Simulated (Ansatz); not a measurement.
# Na+ FSI- in dimethoxyethane and ethylene carbonate and a fluorinated ether (TTE): a series in temperature

How do cells made at different temperatures differ in energy, pressure, forces, levels, charges and cost?

Computed with Ansatz 0.2.0: Kohn-Sham DFT, LDA, PAW (set soft_2). Every run is a single point, with the atoms held where the recipe put them (cutoff of the plane-wave runs 420 eV, gaussian smearing of 0.025 eV).

First member: 2 dimethoxyethane, 2 ethylene carbonate, 4 a fluorinated ether (TTE), 2 Na+, 2 FSI- placed at random, at 1.52 g/cm³; overlaps pushed apart, then 10 ps at 550 K with Joung-Cheatham ions (J. Phys. Chem. B 112, 9020 (2008)); MMFF94 bonds, angles, torsions, charges and radii (Halgren, J. Comput. Chem. 17, 490 (1996)) in harmonic and 12-6 forms; charges of ions scaled by 0.8. Snapshot after 30 ps at 310 K and fixed volume.

Last member: 2 dimethoxyethane, 2 ethylene carbonate, 4 a fluorinated ether (TTE), 2 Na+, 2 FSI- placed at random, at 1.31 g/cm³; overlaps pushed apart, then 10 ps at 550 K with Joung-Cheatham ions (J. Phys. Chem. B 112, 9020 (2008)); MMFF94 bonds, angles, torsions, charges and radii (Halgren, J. Comput. Chem. 17, 490 (1996)) in harmonic and 12-6 forms; charges of ions scaled by 0.8. Snapshot after 30 ps at 490 K and fixed volume.

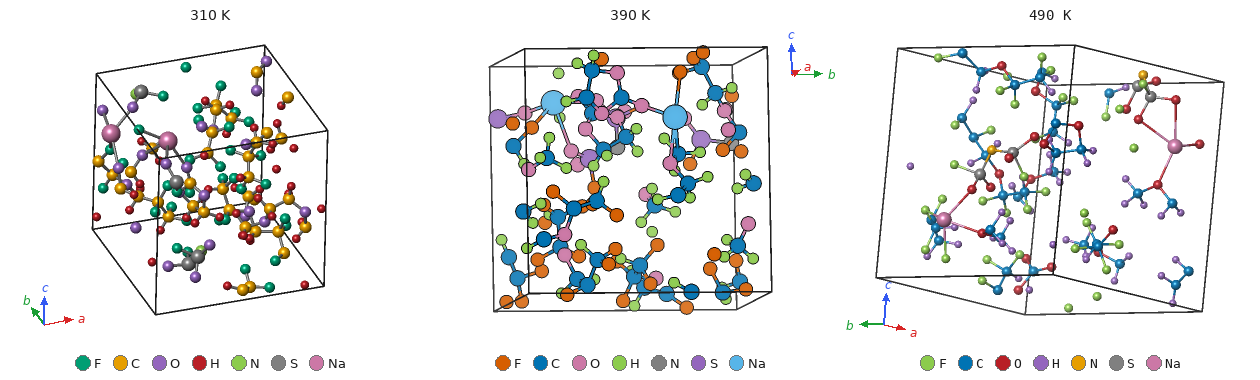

Three members of the series, labelled by temperature. Bonds to atoms that aren't drawn are left out. Some periodic images of atoms are drawn too.

The members:

```tsv
temperature (K)	reduced formula	atoms	valence electrons	k-mesh	basis	density (g/cm³)
310	NaH22C17S2NO11F18	144	616	1×1×1	plane waves	1.52
350	NaH22C17S2NO11F18	144	616	1×1×1	plane waves	1.47
390	NaH22C17S2NO11F18	144	616	1×1×1	plane waves	1.42
430	NaH22C17S2NO11F18	144	616	1×1×1	plane waves	1.38
490	NaH22C17S2NO11F18	144	616	1×1×1	plane waves	1.31
```

Each cell is one sample from a classical run, so sample-to-sample scatter enters every column; pressures lack the kinetic term, and hold the strain of bonds inside molecules, whose lengths the classical model set.

The input of the first member, without its atom lines; other members have their own cell and atoms, and may differ in mesh, basis and outputs:

```yaml
crystal:
  lattice:
    - [12.27524, 0.0, 0.0]
    - [0.0, 12.27524, 0.0]
    - [0.0, 0.0, 12.27524]
  atoms:
    [... 144 lines ...]
kpoints:
  mp_grid: { grid: [1, 1, 1] }
hamiltonian:
  xc: lda
scf:
  occupations: { method: gaussian, width: 0.025 }
output:
  forces: true
  stress: true
  populations: true
  dos:
    method: { smearing: { sigma: 0.15 } }
    de: 0.1
    projected: { site_lists: { C: [C], F: [F], H: [H], "N": ["N"], Na: [Na] } }
  eigenvalues: true
  write_density: true
  write_potential: true
  volumetric_format: npy
```

Q: What do these runs give, and what do they cost?

Results; charges are mean Löwdin charges in e:

```tsv
temperature (K)	energy less the first member's (meV/atom)	pressure (GPa)	r.m.s. force (eV/Å)	gap (eV)	q(S)	q(N)	q(O)
310	0.0	-1.52	1.05	3.84	+2.39	-0.83	-0.47
350	19.5	-1.83	1.24	4.24	+2.40	-0.81	-0.47
390	11.2	-1.91	1.07	3.36	+2.38	-0.80	-0.46
430	17.6	-2.04	1.12	4.52	+2.41	-0.83	-0.47
490	30.6	-2.39	1.35	4.17	+2.36	-0.83	-0.46
```

The gap is that between the highest filled and lowest empty Kohn-Sham level on the run's k-points, and local or semilocal functionals tend to put gaps under measured ones. The projection misses up to 0.052 e an atom, so the charges add up to more than the cell's charge.

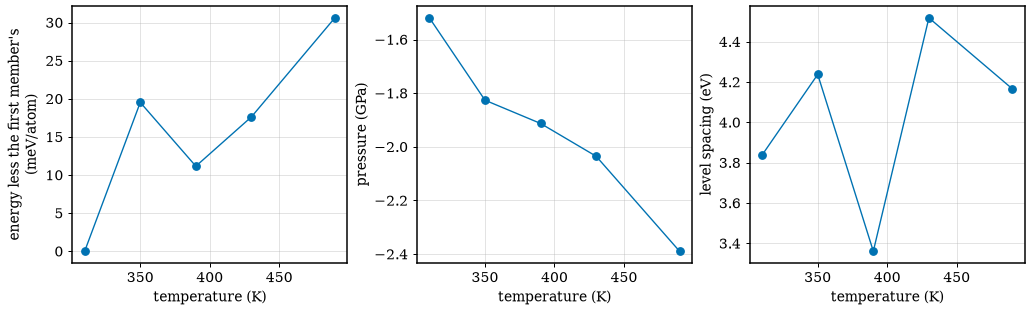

Results against temperature.

Cost on 8 threads of AMD EPYC 7R43, shared host:

```tsv
temperature (K)	atoms	basis	k-mesh	SCF cycles	time	host memory (GiB)
310	144	plane waves	1×1×1	11	36 s	2.6
350	144	plane waves	1×1×1	11	36 s	2.6
390	144	plane waves	1×1×1	11	42 s	2.7
430	144	plane waves	1×1×1	11	41 s	2.7
490	144	plane waves	1×1×1	11	39 s	2.9
```

Times include the outputs that each run asked for, on hosts shared with other jobs.

The energy against the first member is lowest at 310 K (0.0 meV/atom) and highest at 490 K (30.6 meV/atom); each member is a single configuration. The gap is lowest at 390 K (3.36 eV) and highest at 430 K (4.52 eV), with no steady trend; in single samples it varies with the configuration. The mean charge on S is lowest at 490 K (+2.36 e) and highest at 430 K (+2.41 e), with no steady trend. The density spans 1.31 to 1.52 g/cm³, so the columns mix its effect with that of the temperature. The pressure goes steadily from -1.5 GPa at 310 to -2.4 GPa at 490 K; the recipes set unlike densities, and the bond lengths of the classical model enter the pressure too.

**Limits.** The network of contacts between molecules at the start is that of the classical potential that made the cell, and needn't be the one that DFT or experiment would give. The cells aren't relaxed by DFT, which could reorder their energies. The functional has no dispersion term, which matters between molecules.

[Logs are printed without paths, hosts, clocks, repeated set-up lines and the standing remarks that a program may print on its own settings, such as how far it seeks lower states.]

[Hosts, paths, dates, database ids (printed as entryN), source tags and the programs' standing remarks are cut or masked in the printed files.]

[The MMFF94 radii named for the starting cell were scaled by 0.96; in molecules described by MMFF94, hydrogen bound to N, O or S took a small fixed 12-6 site in their place.]
